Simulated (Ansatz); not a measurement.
**H5NSi···CH3 (doublet): density, localisation and related maps**

```tsv
atom	x (Å)	y (Å)	z (Å)
H	-0.0599	-0.1267	-0.8406
N	0.7452	0.5073	-0.8632
Si	1.1696	1.3160	0.6204
C	-1.7741	-1.6226	-0.1806
H	1.4920	0.0916	-1.4193
H	-0.0766	1.9476	1.1580
H	2.1882	2.3659	0.3021
H	1.7464	0.4681	1.7266
H	-2.3465	-1.3290	-1.0582
H	-1.1732	-2.5290	-0.2029
H	-1.9113	-1.0891	0.7577
```

The calculation used Ansatz 0.2.0, UKS PBE-D4/def2-mTZVP.

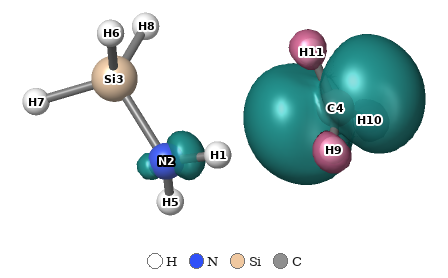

Figure 1. Isosurfaces of the spin density at +0.02 (teal) and −0.02 e/Å³ (pink), seen at a tilt.

Which atoms carry the spin?

The unpaired spin (1 electron) lies mostly on C4 (about 0.8), in electrons by Hirshfeld's partition.

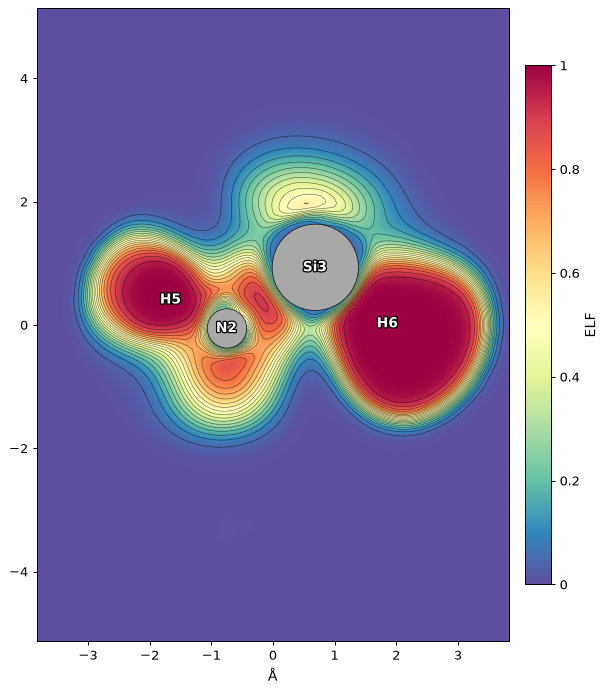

Figure 2. ELF on the plane of atoms Si3, N2 and H5. Grey discs cover the atomic cores.

Read the bonding off the picture.

The section cuts through N, Si and H sites. Si–N (1.74 Å): the ELF peaks at about 0.90 between the atoms (a polar covalent bond). N–H (1.02 Å): the ELF climbs to about 1 towards the hydrogen, as it does in any bond to H: a covalent bond by its length. Si–H (1.50 Å): the ELF climbs to about 1 towards the hydrogen.

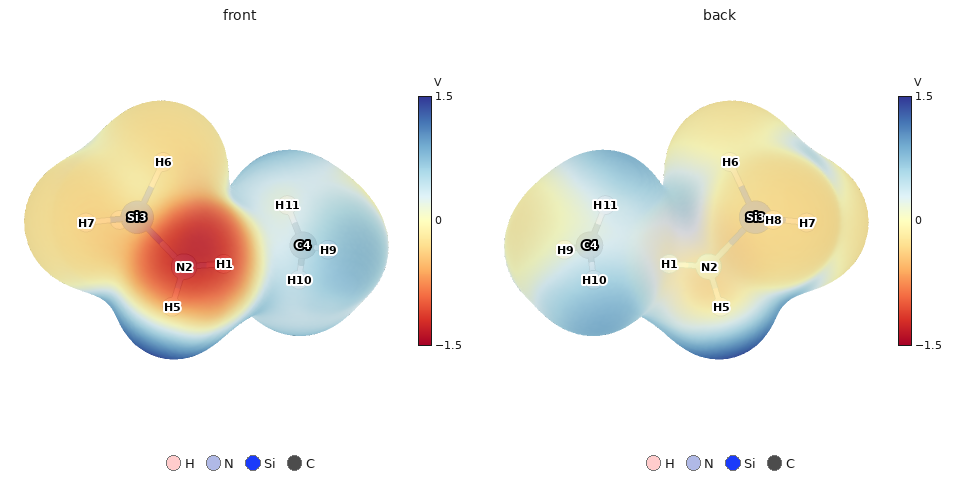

Figure 3. The molecular electrostatic potential painted on the density surface at 0.001 e/bohr³, seen from the front and from behind; red is negative and blue positive.

Where is the surface potential most negative and most positive?

The most negative region (about −1.3 V) lies over N2, the most positive (about +1.3 V) over H5. N2 is the likeliest acceptor of a hydrogen bond.

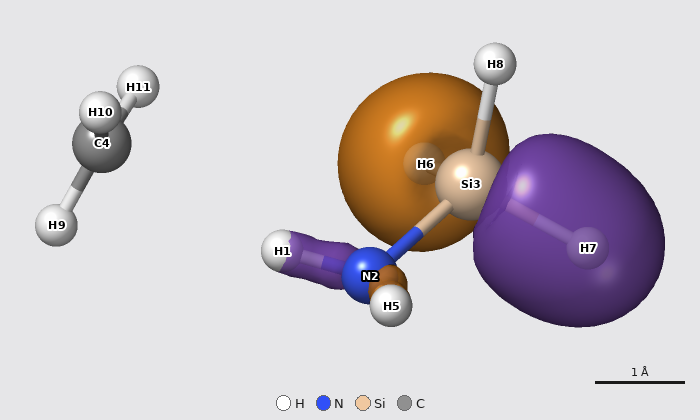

Figure 4. The HOMO−1 (β) at ±0.15 Å⁻³ᐟ² (orange and purple are the two phases), seen at an oblique angle.

Describe this orbital and give its energy.

By Hirshfeld shares it lies mainly on Si3 (about 40 %), H6 (about 25 %) and H7 (about 25 %). Its energy is −8.10 eV.
